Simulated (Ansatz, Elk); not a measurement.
# BiAs (model structure): optical spectrum from first principles

Aim: the dielectric function of BiAs (model structure), and the optical constants that follow from it. The structure is a model built here, which may or may not match a known phase. It was built so: All Sb replaced by Bi in the R-3m structure of SbAs. The cell is first relaxed with Ansatz.

Method: DFT, PBE, all-electron APW+lo, Dirac cores, scalar-relativistic bands, independent-particle optical response without local fields, in Elk 11.2.3 (patched build).

**1. The starting structure**

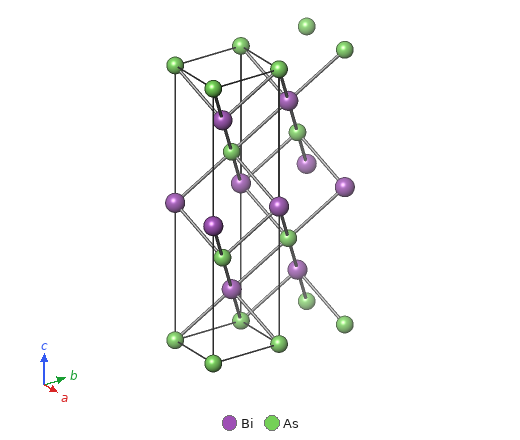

The cell as given, slightly off an axis (bismuth purple, arsenic green). 1×2×1 cells are drawn. This picture shows the conventional cell, with its axes. Bonds to atoms that aren't drawn are left out. Some periodic images of atoms are drawn too.

**2. Relaxation**

Spectra hang on bond lengths, so the cell is first brought to its minimum.

This step: DFT, PBE, plane-wave PAW, default files, scalar-relativistic, relaxation (Ansatz 0.2.0).

The input, input.yaml:

```yaml
crystal:
  lattice:
    - [2.07594099, 1.19854509, 3.7257438]
    - [-2.07594099, 1.19854509, 3.7257438]
    - [0.0, -2.39709018, 3.7257438]
  atoms:
    - { symbol: Bi, position: [0.5, 0.5, 0.5] }
    - { symbol: As, position: [0.0, 0.0, 0.0] }
kpoints:
  mp_grid: { grid: [7, 7, 7] }
scf:
  occupations: { method: fermi_dirac, width: 0.05 }
hamiltonian:
  xc: pbe
output:
  forces: true
  stress: true
relax:
  f_tol: 0.02
  max_steps: 50
  cell: {}
```

The run is started by

```
$ ansatz run input.yaml --threads 2 --pin off --max-ram 5120MiB --backend cpu --events-out ev --progress --plain --runs-dir out
```

Numbers of over 12 decimals in the logs are rounded to 6 here.

Output:

```text
Engine: ansatz 0.2.0, aarch64-unknown-linux-gnu
Pseudopotentials: kind: paw
Pseudopotential: Bi, paw, valence charge 15, recommended cutoff 420 eV (normal), Bi.paw.azcp
Pseudopotential: As, paw, valence charge 15, recommended cutoff 420 eV (normal), As.paw.azcp
Functional definition: PBE
  parameter kappa = 0.804
  parameter beta = 0.066725
  exchange = pbe_x(kappa = kappa, mu = beta*pi^2/3)
  correlation = pbe_c(beta = beta)
Crystal: 2 atoms, lattice volume = 55.620 Å³
Basis set: ecut = 420 eV, 1087 PW (Γ), exchange–correlation on 60×60×60 points (8 copies of the dense FFT grid, shifted against one another)
Bands: 19, of which v1, the nominal top of the filled ones, is band 15 counted from 1 (14 counted from 0)
Symmetry: 12 space group operations
Space group: R-3m (ITA 166), of the structure as read, at distance tolerance 3.8e-5 Å
k-points: 44 of 343
Non-local potential: Bi, projectors of the file, l = 0: 2, l = 1: 2, l = 2: 2, l = 3: 2
Non-local potential: As, projectors of the file, l = 0: 2, l = 1: 2, l = 2: 3, l = 3: 1
PAW form: soft (Blöchl's): semilocal exchange-correlation on the pseudo side does not see the compensation charge
PAW one-centre angular grid: Bi, 590 points (default); XC on 64 Gauss nodes
PAW one-centre angular grid: As, 590 points (default); XC on 64 Gauss nodes
Initial density: superposition of atomic densities (neutral atoms: chi_scale 0, normalization atom), corrected by the library's trained network
Initial wavefunctions: pseudopotential atomic-orbital guess
Functional: x = pbe(κ = 0.804, μ = 0.219515), c = pbe(β = 0.066725)
SCF iter   1: F=—  HF=-17252.614537 eV  |F-HF|=—  |Δ(HF+E_count)|=         —  Δρ=1.05e-3  dr2=7.37e-4  ethr=1.77e-3  ⟨swp⟩=6.1  Hψ=4001  notcnv=0
preconditioner: auto → Kerker (q_TF=auto, 2.462 Å⁻¹)  [metal: Δε(μ)=0.082 eV  Ē_g=9.250 eV  σ=0.050 eV  W_gap=0.38  n_scr=14 (ndim 8)  ℏωp=15.7 eV  f_vac=0.000  D(μ)=0.74/eV (n_scr^D=0)]
SCF iter   2: F=—  HF=-17252.613441 eV  |F-HF|=—  |Δ(HF+E_count)|=   1.10e-3  Δρ=4.58e-4  dr2=1.28e-4  ethr=2.46e-6  ⟨swp⟩=2.2  Hψ=1833  notcnv=0
SCF iter   3: F=—  HF=-17252.613446 eV  |F-HF|=—  |Δ(HF+E_count)|=   4.88e-6  Δρ=1.88e-4  dr2=2.32e-5  ethr=4.27e-7  ⟨swp⟩=2.2  Hψ=1270  notcnv=0
SCF iter   4: F=—  HF=-17252.613446 eV  |F-HF|=—  |Δ(HF+E_count)|=   2.97e-7  Δρ=6.23e-5  dr2=1.76e-6  ethr=7.72e-8  ⟨swp⟩=2.0  Hψ=992  notcnv=0
SCF iter   5: F=—  HF=-17252.613447 eV  |F-HF|=—  |Δ(HF+E_count)|=   6.89e-7  Δρ=2.93e-5  dr2=4.13e-7  ethr=5.87e-9  ⟨swp⟩=2.1  Hψ=1298  notcnv=0
SCF iter   6: F=-17252.613447 eV  HF=-17252.613447 eV  |F-HF|=5.92e-9  |Δ(HF+E_count)|=   4.53e-7  Δρ=6.13e-6  dr2=2.28e-8  ethr=3.33e-10  ⟨swp⟩=5.0  Hψ=3217  notcnv=0
SCF 1 converged in 6 iterations: F = -17252.613447 eV  dr2 = 2.28e-8
  greatest PAW one-centre occupation: 0.999 electrons in one spin orbital (limit 2), on the As atom at site 1 (counted from 0), in its partial waves of l = 2
relax step   1: F+E_penalty+E_count = -17252.61344717 eV  Δ(F+E_penalty+E_count) = +0.000e0 eV  max|allowed force component| = 4.418e-29 eV/Å  Δτ_max = 0.0000 Å  P = -1.040 GPa  Ω = 55.620 Å³  (6 SCF iters, dr2 threshold 1.00e-7 eV, accepted)
Crystal: 2 atoms, lattice volume = 54.384 Å³
Basis set: ecut = 420 eV, 1055 PW (Γ), exchange–correlation on 60×60×60 points (8 copies of the dense FFT grid, shifted against one another)
Initial density: handed on by an earlier stage of this run
Initial wavefunctions: those handed on with the density
iter 1 solved again at ethr=8.91e-6 eV; its pass at ethr=3.10e-3 eV (dr2=2.67e-3 eV) is discarded
SCF iter   1: F=—  HF=-17252.663582 eV  |F-HF|=—  |Δ(HF+E_count)|=         —  Δρ=1.76e-3  dr2=2.86e-3  ethr=8.91e-6  ⟨swp⟩=2.6  Hψ=5765  notcnv=0
preconditioner: auto → none  [insulator: Δε(μ)=0.340 eV  Ē_g=9.401 eV  σ=0.050 eV  W_gap=0.93  n_scr=14 (ndim 8)  ℏωp=15.9 eV  f_vac=0.000  D(μ)=0.07/eV (n_scr^D=0)  ε∞_Penn≈3.9]
SCF iter   2: F=—  HF=-17252.662972 eV  |F-HF|=—  |Δ(HF+E_count)|=   6.09e-4  Δρ=8.14e-4  dr2=5.92e-4  ethr=8.91e-6  ⟨swp⟩=1.3  Hψ=860  notcnv=0
SCF iter   3: F=—  HF=-17252.662884 eV  |F-HF|=—  |Δ(HF+E_count)|=   8.80e-5  Δρ=1.66e-4  dr2=2.10e-5  ethr=1.97e-6  ⟨swp⟩=2.0  Hψ=1001  notcnv=0
SCF iter   4: F=—  HF=-17252.662880 eV  |F-HF|=—  |Δ(HF+E_count)|=   4.20e-6  Δρ=4.41e-5  dr2=6.88e-7  ethr=7.01e-8  ⟨swp⟩=2.0  Hψ=1493  notcnv=0
iter 5 did not close the SCF: its close was put off for the readings that it lacked (scf_convergence_deferred on its scf_iter line)
SCF iter   5: F=-17252.662880 eV  HF=-17252.662880 eV  |F-HF|=1.58e-7  |Δ(HF+E_count)|=   1.50e-7  Δρ=1.91e-5  dr2=1.20e-7  ethr=2.29e-9  ⟨swp⟩=2.0  Hψ=1498  notcnv=0
SCF iter   6: F=-17252.662880 eV  HF=-17252.662880 eV  |F-HF|=3.52e-9  |Δ(HF+E_count)|=   2.04e-7  Δρ=2.69e-6  dr2=2.45e-9  ethr=4.01e-10  ⟨swp⟩=3.3  Hψ=3393  notcnv=0
SCF 2 converged in 6 iterations: F = -17252.662880 eV  dr2 = 2.45e-9
relax step   2: F+E_penalty+E_count = -17252.66287994 eV  Δ(F+E_penalty+E_count) = -4.943e-2 eV  max|allowed force component| = 2.787e-29 eV/Å  Δτ_max = 0.0000 Å  P = +0.522 GPa  Ω = 54.384 Å³  energy of the carried Pulay correction = +2.315e-4 eV  (6 SCF iters, dr2 threshold 2.00e-7 eV, accepted)
Crystal: 2 atoms, lattice volume = 54.938 Å³
Basis set: ecut = 420 eV, 1049 PW (Γ), exchange–correlation on 60×60×60 points (8 copies of the dense FFT grid, shifted against one another)
iter 1 solved again at ethr=2.56e-6 eV; its pass at ethr=3.10e-3 eV (dr2=7.69e-4 eV) is discarded
SCF iter   1: F=—  HF=-17252.664759 eV  |F-HF|=—  |Δ(HF+E_count)|=         —  Δρ=9.93e-4  dr2=8.15e-4  ethr=2.56e-6  ⟨swp⟩=2.8  Hψ=6453  notcnv=0
preconditioner: auto → none  [insulator: Δε(μ)=0.303 eV  Ē_g=9.347 eV  σ=0.050 eV  W_gap=0.89  n_scr=14 (ndim 8)  ℏωp=15.8 eV  f_vac=0.001  D(μ)=0.06/eV (n_scr^D=0)  ε∞_Penn≈3.9]
SCF iter   2: F=—  HF=-17252.664667 eV  |F-HF|=—  |Δ(HF+E_count)|=   9.25e-5  Δρ=4.42e-4  dr2=1.06e-4  ethr=2.56e-6  ⟨swp⟩=2.0  Hψ=942  notcnv=0
SCF iter   3: F=—  HF=-17252.664676 eV  |F-HF|=—  |Δ(HF+E_count)|=   8.91e-6  Δρ=1.08e-4  dr2=4.08e-6  ethr=3.54e-7  ⟨swp⟩=2.0  Hψ=1073  notcnv=0
iter 4 did not close the SCF: its close was put off for the readings that it lacked (scf_convergence_deferred on its scf_iter line)
SCF iter   4: F=-17252.664680 eV  HF=-17252.664680 eV  |F-HF|=1.45e-7  |Δ(HF+E_count)|=   4.03e-6  Δρ=1.14e-5  dr2=7.72e-8  ethr=1.36e-8  ⟨swp⟩=2.0  Hψ=1500  notcnv=0
iter 5 did not close the SCF: its close was put off for the readings that it lacked (scf_convergence_deferred on its scf_iter line)
SCF iter   5: F=-17252.664680 eV  HF=-17252.664680 eV  |F-HF|=5.53e-9  |Δ(HF+E_count)|=   6.70e-8  Δρ=4.58e-6  dr2=7.97e-9  ethr=2.57e-10  ⟨swp⟩=2.0  Hψ=1501  notcnv=0
SCF iter   6: F=-17252.664680 eV  HF=-17252.664680 eV  |F-HF|=1.89e-10  |Δ(HF+E_count)|=   1.10e-9  Δρ=1.08e-6  dr2=6.92e-10  ethr=2.66e-11  ⟨swp⟩=2.0  Hψ=3150  notcnv=0
SCF 3 converged in 6 iterations: F = -17252.664680 eV  dr2 = 6.92e-10
relax step   3: F+E_penalty+E_count = -17252.66467973 eV  Δ(F+E_penalty+E_count) = -1.800e-3 eV  max|allowed force component| = 8.415e-30 eV/Å  Δτ_max = 0.0000 Å  P = -0.125 GPa  Ω = 54.938 Å³  energy of the carried Pulay correction = +1.312e-4 eV  (6 SCF iters, dr2 threshold 2.00e-7 eV, accepted)
[...]
relax step   4: F+E_penalty+E_count = -17252.66994626 eV  Δ(F+E_penalty+E_count) = -5.267e-3 eV  max|allowed force component| = 5.259e-31 eV/Å  Δτ_max = 0.0000 Å  P = -0.005 GPa  Ω = 54.839 Å³  energy of the carried Pulay correction = +1.484e-4 eV  (6 SCF iters, dr2 threshold 2.00e-7 eV, accepted)
[...]
relax step   5: F+E_penalty+E_count = -17252.67003940 eV  Δ(F+E_penalty+E_count) = -9.313e-5 eV  max|allowed force component| = 3.050e-29 eV/Å  Δτ_max = 0.0000 Å  P = +0.001 GPa  Ω = 54.834 Å³  energy of the carried Pulay correction = +1.492e-4 eV  (6 SCF iters, dr2 threshold 5.06e-8 eV, accepted)
Initial wavefunctions: pseudopotential atomic-orbital guess (no wavefunctions were taken with the density)
iter 1 solved again at ethr=1.50e-7 eV; its pass at ethr=3.10e-3 eV (dr2=4.49e-5 eV) is discarded
SCF iter   1: F=—  HF=-17252.669674 eV  |F-HF|=—  |Δ(HF+E_count)|=         —  Δρ=2.25e-4  dr2=8.50e-7  ethr=1.50e-7  ⟨swp⟩=3.8  Hψ=6194  notcnv=0
preconditioner: auto → none  [insulator: Δε(μ)=0.477 eV  Ē_g=9.361 eV  σ=0.050 eV  W_gap=0.98  n_scr=14 (ndim 8)  ℏωp=15.9 eV  f_vac=0.000  D(μ)=0.02/eV (n_scr^D=0)  ε∞_Penn≈3.9]
SCF iter   2: F=—  HF=-17252.669885 eV  |F-HF|=—  |Δ(HF+E_count)|=   2.11e-4  Δρ=1.13e-4  dr2=2.05e-7  ethr=2.83e-9  ⟨swp⟩=2.3  Hψ=1301  notcnv=0
SCF iter   3: F=—  HF=-17252.669958 eV  |F-HF|=—  |Δ(HF+E_count)|=   7.32e-5  Δρ=4.07e-6  dr2=2.14e-9  ethr=6.85e-10  ⟨swp⟩=2.5  Hψ=1184  notcnv=0
SCF iter   4: F=—  HF=-17252.669958 eV  |F-HF|=—  |Δ(HF+E_count)|=   7.41e-8  Δρ=6.50e-7  dr2=4.62e-11  ethr=7.13e-12  ⟨swp⟩=2.0  Hψ=1497  notcnv=0
iter 5 did not close the SCF: its close was put off for the readings that it lacked (scf_convergence_deferred on its scf_iter line)
SCF iter   5: F=-17252.669958 eV  HF=-17252.669958 eV  |F-HF|=8.00e-11  |Δ(HF+E_count)|=   1.32e-9  Δρ=1.62e-7  dr2=3.39e-12  ethr=1.00e-12  ⟨swp⟩=2.0  Hψ=1066  notcnv=0
SCF iter   6: F=-17252.669958 eV  HF=-17252.669958 eV  |F-HF|=0.00e0  |Δ(HF+E_count)|=  8.73e-11  Δρ=3.95e-8  dr2=2.33e-13  ethr=1.00e-12  ⟨swp⟩=5.0  Hψ=3948  notcnv=0
SCF 6 converged in 6 iterations: F = -17252.669958 eV  dr2 = 2.33e-13
relax step   6: F+E_penalty+E_count = -17252.66995847 eV  Δ(F+E_penalty+E_count) = +8.092e-5 eV  max|allowed force component| = 3.261e-29 eV/Å  Δτ_max = 0.0000 Å  P = -0.000 GPa  Ω = 54.834 Å³  stress off target by 1.01e-2 GPa  SCF on the basis re-selected at this cell (its energy is not comparable with the rows above)  (6 SCF iters)
basis re-selected at this cell: Δ(F+E_penalty+E_count) = +8.092e-5 eV, ΔP = -0.002 GPa vs the last step (what re-selecting the basis moved, of the pressure what is left beyond the Pulay correction that the steps carried, after the strain that the cell walked since its last selection, with what the two solves' SCF thresholds leave and, on support functions, any second-order correction that the steps lacked; it is no m [...]
SCF converged after 6 iterations
Free energy (F): -17252.669958 eV
Harris-Foulkes:  -17252.669958 eV  (|F-HF|=0.00e0)
Internal energy: -17252.669621 eV  (E = F + TS)
E sigma→0 (E₀):  -17252.669790 eV
Entropy (-TS):   -0.000338 eV (-0.169 meV/atom)
Fermi energy:    10.438794 eV
--- Per-component energies (eV) ---
  E_band       = -328.249178
  E_kinetic    = 403.733480
  E_local      = -3193.750930  (includes V_loc(G=0)·N_el)
  E_nonlocal   = -110.034291
  E_hartree    = 1424.210547
  E_xc         = -230.490123
  E_vxc        = -223.377962  (∫ρ·V_xc dr)
  E_paw        = -12497.738620  (= ΣΔE_a)
  E_vpaw       = -53.240145  (= ΣTr[D̂ρ^β])
  E_aug_tail   = -0.000430  (compensation charges beyond the density's cutoff)
  E_ewald      = -3048.599254
  E_smearing   = -0.000338  (= −TS)
  E_closure    = 0.000000  (closes the sum)
  Σ components = -17252.669958   (vs F -17252.669958, Δ=0.00e0)
--- Forces (eV/Å), atoms counted from 1 ---
  atom   1  Bi    -0.00000000     0.00000000     0.00000000
  atom   2  As     0.00000000     0.00000000     0.00000000
  max |Σ_I F_I| component: 6.94e-29 eV/Å
--- Stress (GPa, compression-positive) ---
        0.004721       0.000000      -0.000000
        0.000000       0.004721      -0.000000
       -0.000000      -0.000000      -0.010121
  P = ⅓ Tr σ = -0.0002 GPa (-0.002 kbar)
--- Relaxed structure (5 steps of the walk, 5 accepted, 1 SCFs on fresh bases) ---
  F+E_penalty+E_count = -17252.66995847 eV   max|allowed force component| = 3.261e-29 eV/Å   (the final SCF, on the basis selected at the relaxed cell)
  cell:  # Å, volume = 54.8336 Å³
    - [2.132004, 1.230913, 3.482409]
    - [-2.132004, 1.230913, 3.482409]
    - [0, -2.461827, 3.482409]
  atoms:
    - { symbol: Bi, position: [0.5, 0.5, 0.500000] }
    - { symbol: As, position: [0, 0, 0] }
```

Wall time 6.5 s (2 threads of Arm Neoverse V2, shared host); peak memory 0.36 GiB.

The steps of the relaxation:

```
step  energy less that of the first step (eV)  largest force component (eV/Å)  pressure (GPa)  volume (Å³)
   1                                   0.0000                          0.0000           -1.04        55.62
   2                                  -0.0494                          0.0000            0.52        54.38
   3                                  -0.0512                          0.0000           -0.12        54.94
   4                                  -0.0565                          0.0000            0.00        54.84
   5                                  -0.0566                          0.0000            0.00        54.83
  6*                                  -0.0565                          0.0000            0.00        54.83
```

Relaxation steps marked * repeat the geometry before them on a plane-wave basis chosen anew for their cell, so energy and pressure can jump there.

Forces are held to the 12 operations that the run works with; a distortion that breaks them can't arise in this run.

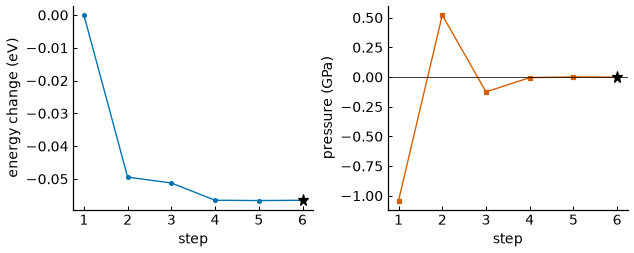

Energy and pressure along the relaxation. Stars mark steps on a basis chosen anew.

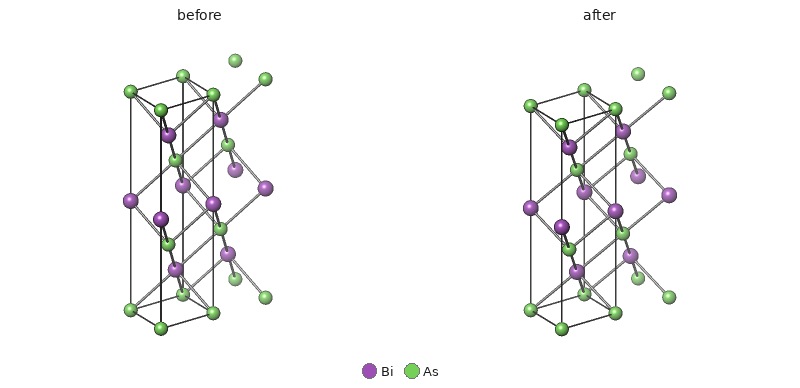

Before and after, at one scale. Bonds to atoms that aren't drawn are left out.

```
     cell as run  before  after  change
           a (Å)   4.430  4.265  -3.7 %
           b (Å)   4.430  4.265  -3.7 %
           c (Å)   4.430  4.265  -3.7 %
           α (°)   55.88  59.99  +7.3 %
           β (°)   55.88  59.99  +7.3 %
           γ (°)   55.88  59.99  +7.3 %
volume (Å³/atom)   27.81  27.42  -1.4 %
```

Final coordinates:

```xyz
2
Lattice="2.1320 1.2309 3.4824 -2.1320 1.2309 3.4824 0.0000 -2.4618 3.4824" Properties=species:S:1:pos:R:3 pbc="T T T"
Bi    0.0000    0.0000    5.2236
As    0.0000    0.0000    0.0000
```

The relaxation ends with a pressure of 0.00 GPa.

(Continued in part 2 of 2.)

[Machine, clock and banner lines and Python warnings are left out of the logs.]

[Logs are printed without paths, hosts, clocks, repeated set-up lines and the standing remarks that a program may print on its own settings, such as how far it seeks lower states.]

[Hosts, paths, dates, database ids (printed as entryN), source tags and the programs' standing remarks are cut or masked in the printed files.]
